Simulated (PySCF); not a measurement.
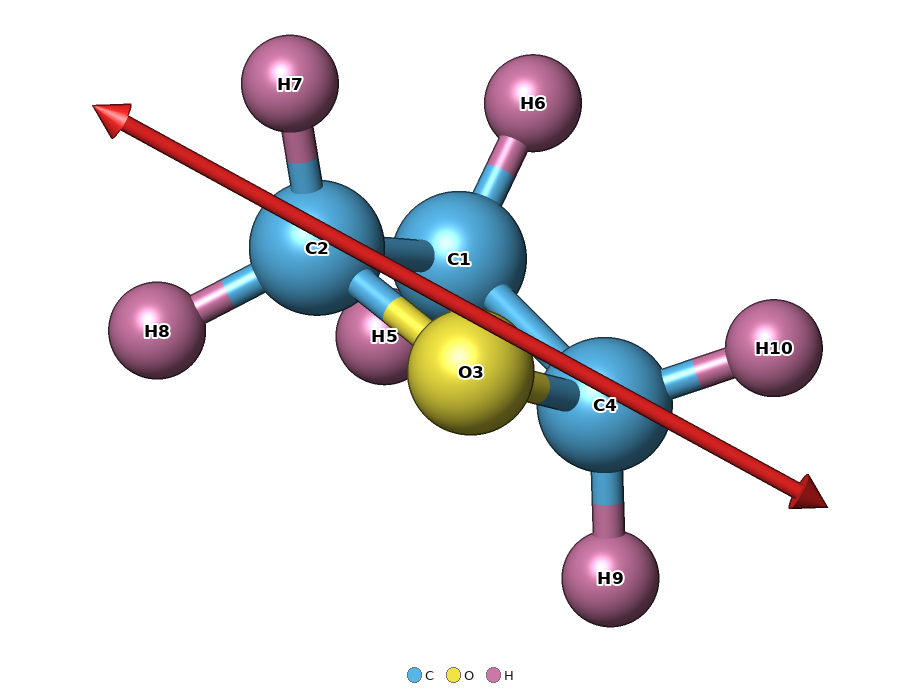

The double arrow shows the direction of the transition dipole to excited singlet state 8 (its length means nothing). Computed geometry: PBE0-D3(BJ)/def2-SVP optimisation. No frequency run is at hand to confirm it as a minimum. Level of theory: TDDFT LC-wPBE/def2-SVPD, vertical, gas phase, core orbitals frozen in the response (PySCF 2.14.0).

Question: Where does the transition lie, and how strong is it?

Answer: 9.77 eV (127 nm), oscillator strength 0.056, of mixed character, with the largest part HOMO−2 → LUMO (weight 0.48); transition dipole 1.23 D.
